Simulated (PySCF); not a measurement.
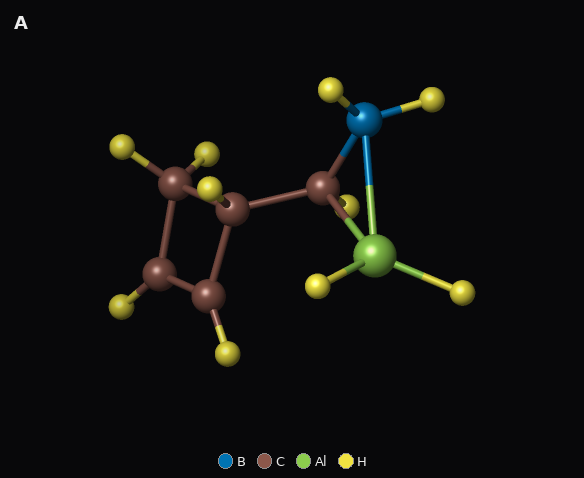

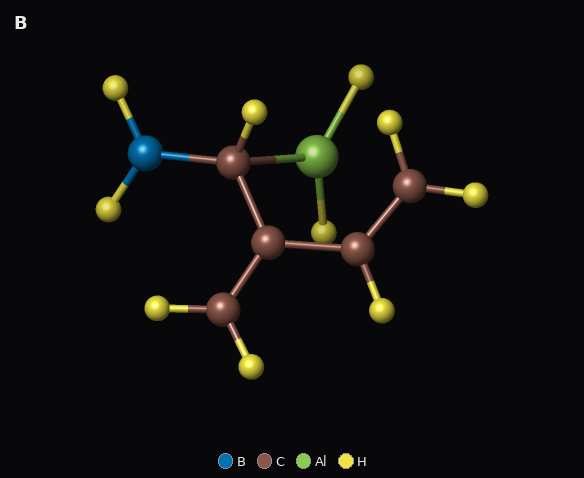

2 stationary structures of one formula. Geometries: GFN2-xTB. Electronic energies: CAM-B3LYP/def2-SVPD (PySCF 2.14.0), without zero-point energy. No frequency run is at hand to confirm each as a minimum. Each is one conformer, not always the lowest.

Question: Which structure is the most stable?

Answer: B is lowest; A lies 75.7 kJ/mol above it.

The geometry is semi-empirical. Around Al, B such bond lengths and angles can be off by a tenth of an ångström or more and by several degrees, and values that hang on the shape move with them.
